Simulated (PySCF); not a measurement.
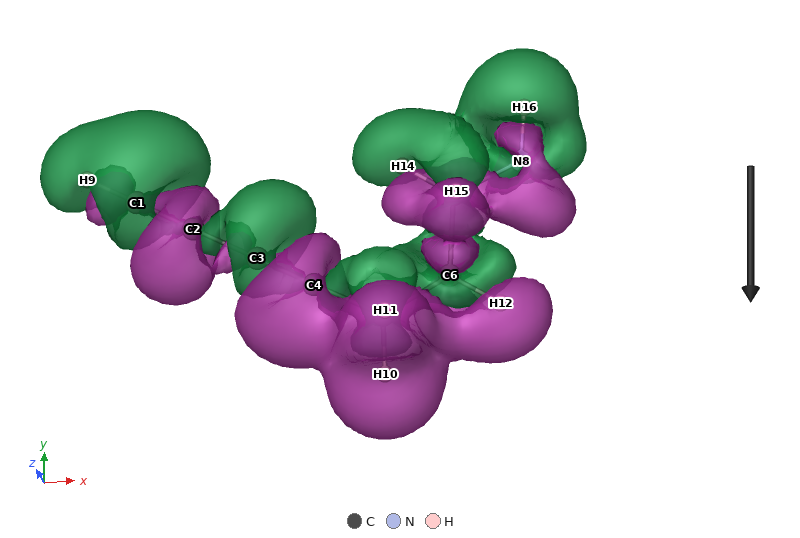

*C7H9N, SMILES `C#CC#CCCCN`. Change of the electron density in a uniform field of 0.41 V/Å along −y (arrow), surfaces at ±0.0015 e/Å³ (green: gain, purple: loss).*

Level of theory: ωB97X/6-31+G* (PySCF), at a geometry from GFN2-xTB. No frequency check shows the geometry to be a minimum. The basis has diffuse s and p functions alone, which still leaves polarisabilities too small, most of all across bonds.

The field was applied in both directions; the picture shows the one opposite to the script's first.

Question: What dipole is induced, and what polarisability does it imply?

Answer: The induced dipole is 1.65 D (+1.56 D along the field); α along this axis, from the fields in both directions, is 77 bohr³ (11.4 Å³).
